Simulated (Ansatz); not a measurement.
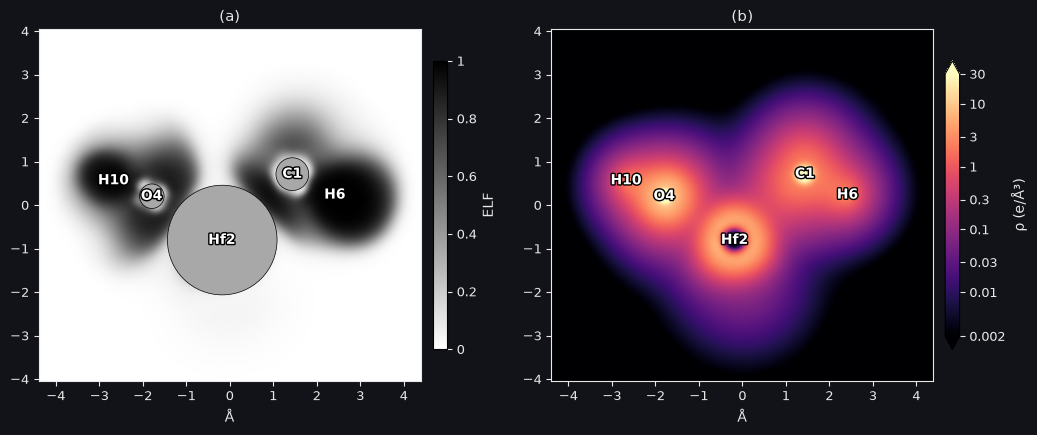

*CH5BrHfO2 (SMILES [CH3][Hf]([OH])([OH])[Br]). (a) ELF; (b) electron density on the plane of atoms C1, Hf2 and O4. Grey discs cover the atomic cores in the ELF map.*

Geometry: PBE0-D4/def2-TZVP; core potentials replace the inner electrons of Hf.

All numbers below come from RKS PBE0-D4/def2-TZVPP (Ansatz).

```xyz
10

C    -1.4537   -0.5365   -0.2720
Hf    0.4456    0.5055    0.1705
O     1.1857   -0.4369    1.6526
O     1.4709    0.3520   -1.4287
Br   -0.1270    2.9083    0.7329
H    -2.1291   -0.4995    0.5903
H    -1.9679   -0.0680   -1.1189
H    -1.2956   -1.5909   -0.5232
H     1.7320   -0.8787    2.2941
H     2.1391    0.2447   -2.0976
```

Q: Read the bonding off the picture.

A:
- Atoms in the plane: C, Hf, O and H.
- Hf–O (1.91 Å): ρ is about 0.92 e/Å³ halfway; the ELF peaks at about 0.80 in the valence shell of O, 0.5 Å from its nucleus, and drops to about 0.20 between the two atoms.
- C–Hf (2.21 Å): the density is about 0.71 e/Å³ at the midpoint; the ELF peaks at about 0.95 in the valence shell of C, 0.7 Å from its nucleus, and is about 0.50 at the midpoint.
- O–H (0.95 Å): ρ at the midpoint is about 3.9 e/Å³; the ELF climbs to about 1 towards the hydrogen, as it does in any bond to H; an ordinary covalent bond to hydrogen.
- C–H (1.10 Å): ρ at the midpoint is about 1.9 e/Å³; the ELF climbs to about 1 towards the hydrogen; a covalent bond by its length.
